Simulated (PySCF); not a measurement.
## Electronic structure of C$_{2}$H$_{11}$F$_{2}$NSi$_{3}$ in real space

```yaml
atoms:
  - { symbol: N, position_ang: [-1.7783, 0.8036, -1.3073] }
  - { symbol: Si, position_ang: [-1.0528, -0.3307, -0.2401] }
  - { symbol: C, position_ang: [0.0554, 0.5982, 0.9745] }
  - { symbol: Si, position_ang: [1.6801, 1.2326, 0.2072] }
  - { symbol: Si, position_ang: [3.0727, -0.5176, -0.3626] }
  - { symbol: C, position_ang: [-2.5894, -1.0451, 0.6925] }
  - { symbol: F, position_ang: [-3.4918, -1.5620, -0.1940] }
  - { symbol: F, position_ang: [-2.2244, -2.0848, 1.4960] }
  - { symbol: H, position_ang: [-1.1924, 1.4146, -1.8519] }
  - { symbol: H, position_ang: [-2.5917, 0.5353, -1.8393] }
  - { symbol: H, position_ang: [-0.3746, -1.4995, -0.8210] }
  - { symbol: H, position_ang: [-0.4974, 1.4395, 1.3921] }
  - { symbol: H, position_ang: [0.2981, -0.0528, 1.8140] }
  - { symbol: H, position_ang: [2.2760, 2.1692, 1.1746] }
  - { symbol: H, position_ang: [1.3062, 2.0652, -0.9504] }
  - { symbol: H, position_ang: [2.8250, -1.7203, 0.4382] }
  - { symbol: H, position_ang: [2.9229, -0.9118, -1.7678] }
  - { symbol: H, position_ang: [4.4901, -0.1860, -0.1859] }
  - { symbol: H, position_ang: [-3.1436, -0.3382, 1.3236] }
```

Geometry: GFN2-xTB.

The calculation used PBE0/pcSseg-1, SCF density, gas phase, non-relativistic in PySCF.

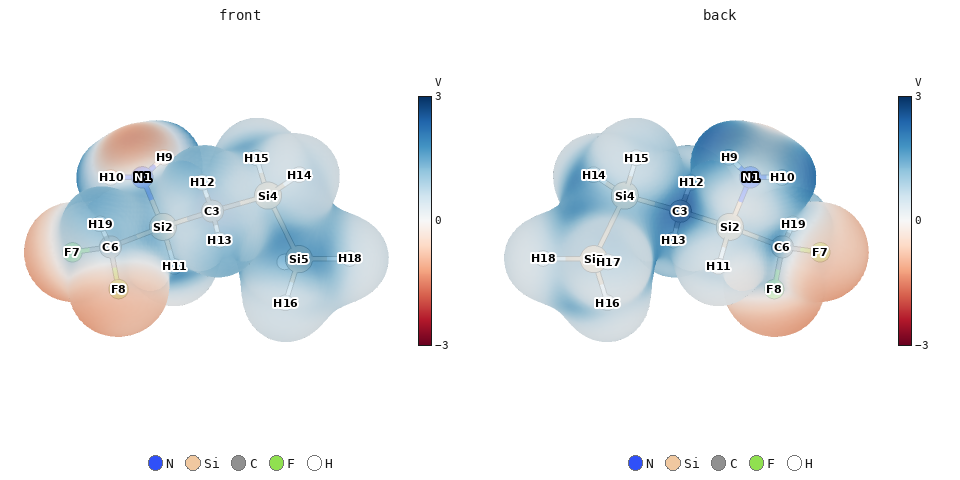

Figure 1. The electrostatic potential painted on the density surface at 0.004 e/bohr³, seen from the front and from behind; the colour scale runs from red (negative) to blue (positive).

Q: Which sites attract a positive test charge, and which a negative one?

A: A positive charge is drawn to the negative regions and a negative charge to the positive ones. The most negative region (about −1.2 V, or −28 kcal/mol for a unit charge) lies over N1, the most positive (about +2.3 V, or +53 kcal/mol for a unit charge) over Si2, Si4 and H9. N1 is the likeliest acceptor of a hydrogen bond.

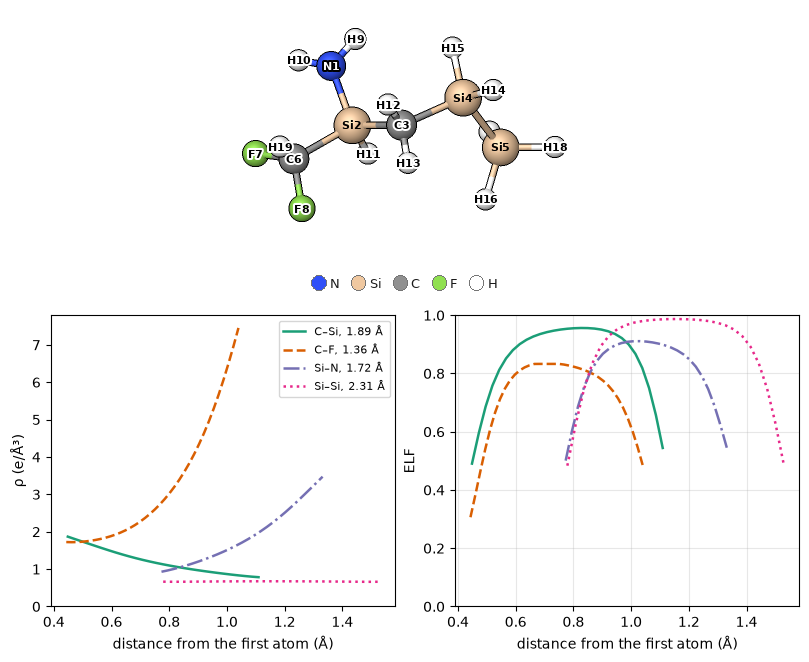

Figure 2. Electron density and ELF along straight lines between neighbouring atoms. The curves leave out the atomic cores. The structure is drawn too.

Q: Compare the contacts.

A: C–Si (1.89 Å): the density is about 0.92 e/Å³ at the midpoint; the ELF peaks at about 0.95 between the atoms, as expected for a shared electron pair.
C–F (1.36 Å): ρ is about 2.2 e/Å³ halfway, with its minimum of 1.7 e/Å³ about 0.5 Å from C; the ELF peaks at about 0.85 between the atoms (a shared but strongly polarised pair).
Si–N (1.72 Å): ρ at the midpoint is about 1.1 e/Å³; the ELF peaks at about 0.90 between the atoms, as expected for a shared but strongly polarised pair.
Si–Si (2.31 Å): ρ is about 0.68 e/Å³ halfway; the ELF peaks at about 1 between the atoms (a shared electron pair).
